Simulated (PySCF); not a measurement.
**U-wB97X-V/STO-3G run of N2H3 (hydrazinyl radical)**

Aim: the energy change on altering one bond length of N2H3 (hydrazinyl radical) at U-wB97X-V/STO-3G, from 2 runs. 

Program for the calculation: PySCF 2.14.0.

8 further runs of the same task are left out: 8 set aside as unsound or not needed.

**1. Starting point**

N2H3: 5 atoms, total charge 0, spin state doublet. As SMILES, `[NH]N`. Geometry: relaxed at GFN2-xTB. This is one conformer, not always the lowest.

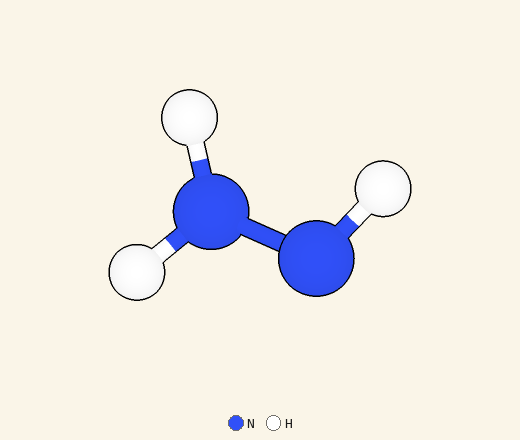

Viewed from a chosen angle; nitrogen blue, hydrogen white.

**2. A single-point energy at U-wB97X-V/STO-3G**

Input file geometry.xyz:

```xyz
5

N     -0.174970    -0.805480     0.447260
N     -0.126270     0.251970    -0.365880
H      0.751750    -0.989150     0.831090
H     -1.043070     0.577800    -0.638700
H      0.592550     0.964850    -0.273770
```

Input file job.py:

```python
# hydrazinyl radical
from pyscf import gto, dft

system = gto.Mole()
system.atom = 'geometry.xyz'
system.spin = 1
system.basis = 'sto-3g'
system.max_memory = 1860
system.verbose = 3
system.build()

ks = dft.UKS(system)
ks.xc = 'wb97x-v'
ks.grids.level = 5
ks.nlcgrids.level = 1
ks.conv_tol = 1e-10
ks.kernel()
if not ks.converged:
    ks = ks.newton().run(ks.mo_coeff, ks.mo_occ)

e_final = ks.e_tot
print(f'total energy: {e_final:.8f} hartree')
```

On the command line:

```sh
OMP_NUM_THREADS=1 python job.py
```

Output:

```text
WARN: HOMO -0.0634757278975465 >= LUMO -0.0634757278975481

converged SCF energy = -109.721467835281  <S^2> = 0.7513013  2S+1 = 2.0013009
total energy: -109.72146784 hartree
```

It took 14 s on 1 thread of Arm Neoverse V2, shared host; peak memory 0.18 GiB.

**3. The distorted shape at the same level**

Input file input.py:

```python
from pyscf import gto, dft

mol = gto.Mole()
mol.atom = '''
N   -0.360325  -0.768744   0.370490
N   -0.311625   0.288706  -0.442650
H    0.751750  -0.989150   0.831090
H   -1.228425   0.614536  -0.715470
H    0.407195   1.001586  -0.350540
'''
mol.charge = 0
mol.basis = 'sto-3g'
mol.spin = 1
mol.verbose = 3
mol.max_memory = 1860
mol.build()

ks = dft.UKS(mol, xc='wb97x-v')
ks.nlcgrids.level = 1
ks.grids.level = 5
ks.conv_tol = 1e-10
ks.kernel()
if not ks.converged:
    ks = ks.newton().run(ks.mo_coeff, ks.mo_occ)

etot = ks.e_tot
print('Final energy', etot)
```

On the command line:

```sh
OMP_NUM_THREADS=1 python input.py
```

Output:

```text
converged SCF energy = -109.710987331444  <S^2> = 0.75205468  2S+1 = 2.0020536
Final energy -109.71098733144424
```

It took 14 s on 1 thread of Arm Neoverse V2, shared host; peak memory 0.18 GiB.

**4. Outcome**

At U-wB97X-V/STO-3G:

```
                                                         quantity          value
                                        first shape: total energy  -109.72147 Eh
                                       first shape: dipole moment         2.38 D
                  first shape: HOMO energy (highest over α and β)       -4.87 eV
                   first shape: LUMO energy (lowest over α and β)        5.78 eV
                                                first shape: ⟨S²⟩          0.751
                                    distorted shape: total energy  -109.71099 Eh
                                   distorted shape: dipole moment         2.35 D
              distorted shape: HOMO energy (highest over α and β)       -4.83 eV
               distorted shape: LUMO energy (lowest over α and β)        5.85 eV
                                            distorted shape: ⟨S²⟩          0.752
energy change with the N1–H3 bond stretched from 1.020 to 1.224 Å       0.285 eV
```

**Reading.** With the N1–H3 bond stretched from 1.020 to 1.224 Å the energy rises by 0.29 eV (27.5 kJ/mol). The first shape isn't relaxed at this level, so the change isn't measured from a minimum. The minimal basis adds a large error of its own. Mulliken charges (distorted shape) run from -0.32 on N2 to +0.21 on H4; they depend strongly on the basis.
